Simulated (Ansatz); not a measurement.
**BH3OS: rigid scan of one bond length, by script**

The task is a rigid scan of one bond length, for BH3OS. SMILES: OBS.

Program: Ansatz 0.2.0 through its Python package. Level of theory: r2SCAN0/6-31G*. These are calculated values, not measurements.

### Step 1. The system

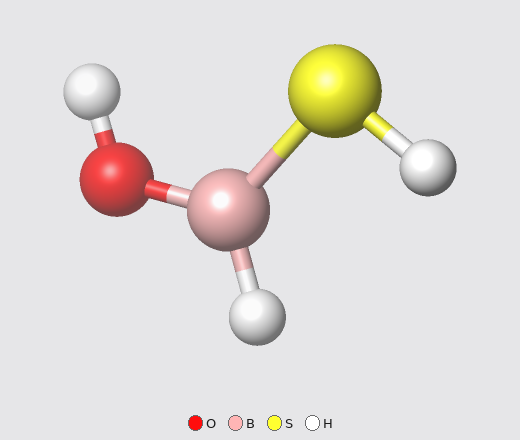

The starting structure, viewed from a chosen angle; oxygen red, boron pink, sulfur yellow, hydrogen white.

The script holds or builds the structure itself.

### Step 2. The script

run_scan.py reads:

```python
"""Stretching a bond of BH3OS, the rest held rigid."""

import ansatz
from ase import Atoms
import matplotlib.pyplot as plt
import numpy as np

atoms = Atoms(["O", "B", "S", "H", "H", "H"], positions=[
    (-1.0886, -0.08935, -0.98549),
    (0.05035, 0.16986, -0.36255),
    (0.35898, -0.38087, 1.33668),
    (-1.76761, -0.58306, -0.52189),
    (0.86826, 0.77093, -0.94092),
    (1.57862, 0.11249, 1.47417),
])
molecule = ansatz.Crystal.molecule_from_ase(atoms)

symbols = [site.symbol for site in molecule.cartesian_sites]
start = np.array([site.position_ang for site in molecule.cartesian_sites])
axis = (start[0] - start[1]) / np.linalg.norm(start[0] - start[1])
moving = [0, 3]
lengths, energies = [1.165, 1.218, 1.271, 1.324, 1.377, 1.43, 1.483, 1.562], []
for length in lengths:
    xyz = start.copy()
    xyz[moving] += (length - np.linalg.norm(start[0] - start[1])) * axis
    point = ansatz.Crystal.molecule()
    for symbol, xyz in zip(symbols, xyz):
        point = point.atom(symbol, xyz.tolist())
    job = (
        point.calculation()
        .basis(gaussian="6-31G*")
        .functional("R2SCAN0")
    )
    summary = job.run(threads=1).report
    energies.append(summary["free_energy_ev"])
    print(f"r = {length:6.3f} A  E = {energies[-1]:.5f} eV  <S^2> = {abs(summary['mean_field']['state']['spin_squared']):.3f}")

# quartic fit about the minimum
fit = np.polynomial.Polynomial.fit(lengths, np.array(energies) - min(energies), 4).convert()
roots = [r.real for r in fit.deriv().roots() if abs(r.imag) < 1e-9 and fit.deriv(2)(r.real) > 0]
r_e = min(roots, key=lambda r: abs(r - lengths[int(np.argmin(energies))]))
print(f"minimum of the fit at {r_e:.4f} A, force constant {fit.deriv(2)(r_e):.2f} eV/A^2")
plt.figure(figsize=(4.5, 3))
plt.plot(lengths, np.array(energies) - min(energies), "o-")
plt.xlabel("bond length (A)")
plt.ylabel("E - E(min) (eV)")
plt.tight_layout()
plt.savefig("scan.png", dpi=100)
```

### Step 3. The calls as engine input

The engine receives this input (first run):

```yaml
crystal:
  periodic: [false, false, false]
  atoms:
    - { symbol: O, position_ang: [-0.9519728276567928, -0.05825545735714233, -0.9107628120290816] }
    - { symbol: B, position_ang: [0.05035, 0.16986, -0.36255] }
    - { symbol: S, position_ang: [0.35898, -0.38087, 1.33668] }
    - { symbol: H, position_ang: [-1.6309828276567928, -0.5519654573571423, -0.4471628120290816] }
    - { symbol: H, position_ang: [0.86826, 0.77093, -0.94092] }
    - { symbol: H, position_ang: [1.57862, 0.11249, 1.47417] }
basis:
  gaussian:
    orbitals: "6-31G*"
hamiltonian:
  xc: r2scan0
```

### Step 4. The run

The run is started by

```bash
$ python run_scan.py
```

**Question.** What results will this script give? Wanted: range of energy; lowest point, distance.

As calculated:

```
                        quantity     value
bond length at the fit's minimum  1.3440 Å
                   runs compared         8
                 range of energy  1.092 eV
      lowest point, distance (Å)      1.32
```

In words: The curve has its lowest point inside the range, at 1.32. The ends stand 1.09 and 0.73 eV above it. The distance scanned is the script's pair 1, 0. The settings weren't tested for convergence. The rest of the molecule is held rigid at a force-field or estimated start geometry, and the basis set is modest; single-reference methods fail as a bond breaks.
